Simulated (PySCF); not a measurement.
# r2SCAN/def2-TZVPP run of CHFO (formyl fluoride)

What is the vertical singlet–triplet gap of CHFO (formyl fluoride) at r2SCAN/def2-TZVPP? The job is set up through a Python script.

Program for the calculation: PySCF 2.14.0.

2 further runs of the same task are left out: 2 set aside as unsound or not needed.

### Step 1. Starting point

CHFO: 4 atoms, total charge 0, spin state singlet. As SMILES, `O=CF`. Geometry: relaxed at GFN2-xTB.

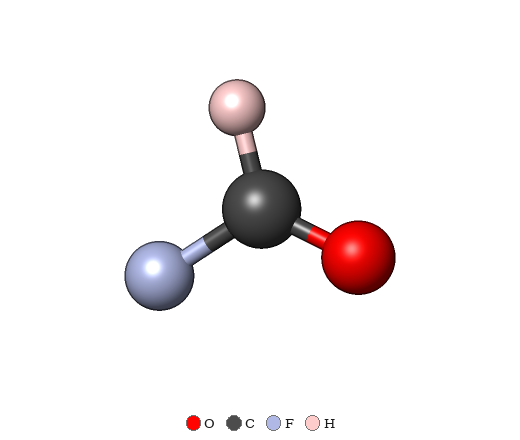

Viewed from a chosen angle; oxygen red, carbon dark grey, fluorine light blue, hydrogen pink.

### Step 2. The energy at r2SCAN/def2-TZVPP

input.py

```python
from pyscf import gto, dft

molecule = gto.Mole()
molecule.atom = '''
O       -0.889680       0.196020       0.829980
C       -0.049740       0.073340       0.022930
F        0.584370      -1.090860      -0.181350
H        0.355050       0.821510      -0.671560
'''
molecule.verbose = 4
molecule.max_memory = 1860
molecule.basis = 'def2-tzvpp'
molecule.build()

mf = dft.RKS(molecule, xc='r2scan')
mf.conv_tol = 1e-10
mf.grids.level = 5
mf.kernel()
if not mf.converged:
    mf = mf.newton().run(mf.mo_coeff, mf.mo_occ)

etot = mf.e_tot
print('E(%s) = %.9f' % ('R2SCAN', etot))
```

Launch:

```bash
$ OMP_NUM_THREADS=1 python input.py
```

The program printed:

```text
PySCF version 2.14.0

[INPUT] num. atoms = 4
[INPUT] num. electrons = 24
[INPUT] charge = 0
[INPUT] spin (= nelec alpha-beta = 2S) = 0
[INPUT] symmetry False subgroup None
[INPUT] Mole.unit = angstrom
[INPUT] Symbol           X                Y                Z      unit          X                Y                Z       unit  Magmom
[INPUT]  1 O     -0.889680000000   0.196020000000   0.829980000000 AA   -1.681251538503   0.370424114937   1.568434888867 Bohr   0.0
[INPUT]  2 C     -0.049740000000   0.073340000000   0.022930000000 AA   -0.093994977436   0.138592513976   0.043331420036 Bohr   0.0
[INPUT]  3 F      0.584370000000  -1.090860000000  -0.181350000000 AA    1.104299255412  -2.061426640243  -0.342701832690 Bohr   0.0
[INPUT]  4 H      0.355050000000   0.821510000000  -0.671560000000 AA    0.670947260527   1.552428908591  -1.269064476213 Bohr   0.0

nuclear repulsion = 67.6421796964721
number of shells = 39
number of NR pGTOs = 154
number of NR cGTOs = 107
basis = def2-tzvpp
ecp = {}

******** <class 'pyscf.dft.rks.RKS'> ********
method = RKS
initial guess = minao
damping factor = 0
level_shift factor = 0
DIIS = <class 'pyscf.scf.diis.CDIIS'>
diis_start_cycle = 1
diis_space = 8
diis_damp = 0
SCF conv_tol = 1e-10
SCF conv_tol_grad = None
SCF max_cycles = 50
direct_scf = True
direct_scf_tol = 1e-13
XC library pyscf.dft.libxc version 7.0.0
    S. Lehtola, C. Steigemann, M. J.T. Oliveira, and M. A.L. Marques.,  SoftwareX 7, 1–5 (2018)
XC functionals = r2scan
    J. W. Furness, A. D. Kaplan, J. Ning, J. P. Perdew, and J. Sun.,  J. Phys. Chem. Lett. 11, 8208-8215 (2020)
    J. W. Furness, A. D. Kaplan, J. Ning, J. P. Perdew, and J. Sun.,  J. Phys. Chem. Lett. 11, 9248-9248 (2020)
    J. W. Furness, A. D. Kaplan, J. Ning, J. P. Perdew, and J. Sun.,  J. Phys. Chem. Lett. 11, 8208-8215 (2020)
    J. W. Furness, A. D. Kaplan, J. Ning, J. P. Perdew, and J. Sun.,  J. Phys. Chem. Lett. 11, 9248-9248 (2020)
radial grids:
    Treutler-Ahlrichs [JCP 102, 346 (1995); DOI:10.1063/1.469408] (M4) radial grids

becke partition: Becke, JCP 88, 2547 (1988); DOI:10.1063/1.454033
pruning grids: <function nwchem_prune>
grids dens level: 5
symmetrized grids: False
atomic radii adjust function: <function treutler_atomic_radii_adjust>
small_rho_cutoff = 0
Set gradient conv threshold to 1e-05
Initial guess from minao.
tot grids = 153376
init E= -214.123118894499
  HOMO = -0.385858618518586  LUMO = -0.089411505368485  gap/eV = 8.06674
cycle= 1 E= -213.633671206996  delta_E= 0.489  |g|= 0.869  |ddm|= 1.65
  HOMO = -0.159642344302352  LUMO = -0.00465423500408946  gap/eV = 4.21744
cycle= 2 E= -212.932652446025  delta_E= 0.701  |g|= 2.06  |ddm|=  1.4
  HOMO = -0.304894814536905  LUMO = -0.0578431765650365  gap/eV = 6.72262
cycle= 3 E= -213.744523384338  delta_E= -0.812  |g|= 0.349  |ddm|= 1.13
  HOMO = -0.297324704122879  LUMO = -0.0622719873084243  gap/eV = 6.39611
cycle= 4 E= -213.76345979964  delta_E= -0.0189  |g|= 0.116  |ddm|= 0.212
  HOMO = -0.302879665590705  LUMO = -0.0706296667816666  gap/eV = 6.31984
cycle= 5 E= -213.765391520696  delta_E= -0.00193  |g|= 0.0203  |ddm|= 0.0534
  HOMO = -0.299799501453709  LUMO = -0.0667394766336145  gap/eV = 6.34189
cycle= 6 E= -213.765475265456  delta_E= -8.37e-05  |g|= 0.00567  |ddm|= 0.0134
  HOMO = -0.300674482846667  LUMO = -0.0673525001240627  gap/eV = 6.34901
cycle= 7 E= -213.765481939598  delta_E= -6.67e-06  |g|= 0.000532  |ddm|= 0.00385
  HOMO = -0.300684303681148  LUMO = -0.0673411271153022  gap/eV = 6.34959
cycle= 8 E= -213.765481984005  delta_E= -4.44e-08  |g|= 0.000132  |ddm|= 0.000461
  HOMO = -0.300684589175656  LUMO = -0.0673436582592792  gap/eV = 6.34953
cycle= 9 E= -213.765481987266  delta_E= -3.26e-09  |g|= 9.31e-06  |ddm|= 8.84e-05
  HOMO = -0.300684134682573  LUMO = -0.0673430909347026  gap/eV = 6.34953
cycle= 10 E= -213.76548198728  delta_E= -1.46e-11  |g|= 2.89e-06  |ddm|= 1.39e-05
  HOMO = -0.300684691706749  LUMO = -0.0673433394599421  gap/eV = 6.34954
Extra cycle  E= -213.765481987275  delta_E= 5.57e-12  |g|= 6.6e-06  |ddm|= 5.48e-06
converged SCF energy = -213.765481987275
E(R2SCAN) = -213.765481987
```

Run time: 26 s. Hardware: 1 thread of Arm Neoverse V1, shared host; peak memory 0.59 GiB.

### Step 3. The triplet, same level

mol.xyz

```xyz
4

O     -0.889680     0.196020     0.829980
C     -0.049740     0.073340     0.022930
F      0.584370    -1.090860    -0.181350
H      0.355050     0.821510    -0.671560
```

calc.py

```python
from pyscf import gto, dft

mol = gto.M(
    atom='mol.xyz',
    basis='def2-tzvpp',
    max_memory=1860,
    charge=0,
    spin=2,
    verbose=3,
)

myscf = dft.UKS(mol, xc='r2scan')
myscf.conv_tol = 1e-10
myscf.grids.level = 5
myscf.kernel()
if not myscf.converged:
    myscf = myscf.newton().run(myscf.mo_coeff, myscf.mo_occ)

e_tot = myscf.e_tot
print('E(%s) = %.9f' % ('R2SCAN', e_tot))
```

Launch:

```bash
$ OMP_NUM_THREADS=1 python calc.py
```

The program printed:

```text
WARN: HOMO -0.0894115053684885 >= LUMO -0.385858618518586

WARN: HOMO -0.0713544475603953 >= LUMO -0.193126143586468

WARN: HOMO -0.0997283475707889 >= LUMO -0.278739074016489

WARN: HOMO -0.108545479226759 >= LUMO -0.268497370422498

WARN: HOMO -0.109527731435399 >= LUMO -0.267933114589546

WARN: HOMO -0.105888592383977 >= LUMO -0.263331014389607

WARN: HOMO -0.107599789070079 >= LUMO -0.264155049217671

WARN: HOMO -0.10747573775069 >= LUMO -0.263997428370025

WARN: HOMO -0.107513451372412 >= LUMO -0.264030382145684

WARN: HOMO -0.107512371032048 >= LUMO -0.264033555852222

WARN: HOMO -0.107514337462732 >= LUMO -0.264036552667157

WARN: HOMO -0.107513964455499 >= LUMO -0.264034793095743

WARN: HOMO -0.107514291307719 >= LUMO -0.264037030776702

converged SCF energy = -213.570440959211  <S^2> = 2.008645  2S+1 = 3.0057578
E(R2SCAN) = -213.570440959
```

It took 62 s on 1 thread of Arm Neoverse V1, shared host; peak memory 0.61 GiB.

### Step 4. Summary of results

Level: r2SCAN/def2-TZVPP.

```
                                        quantity          value
                           singlet: total energy  -213.76548 Eh
                          singlet: dipole moment         2.04 D
                            singlet: HOMO energy       -8.18 eV
                            singlet: LUMO energy       -1.83 eV
                          singlet: HOMO–LUMO gap        6.35 eV
                           triplet: total energy  -213.57044 Eh
                          triplet: dipole moment         1.18 D
     triplet: HOMO energy (highest over α and β)       -2.93 eV
                                   triplet: ⟨S²⟩          2.009
vertical energy of the triplet above the singlet       5.307 eV
```

**Reading.** At this shape the triplet lies 5.31 eV (122 kcal/mol) above the singlet.
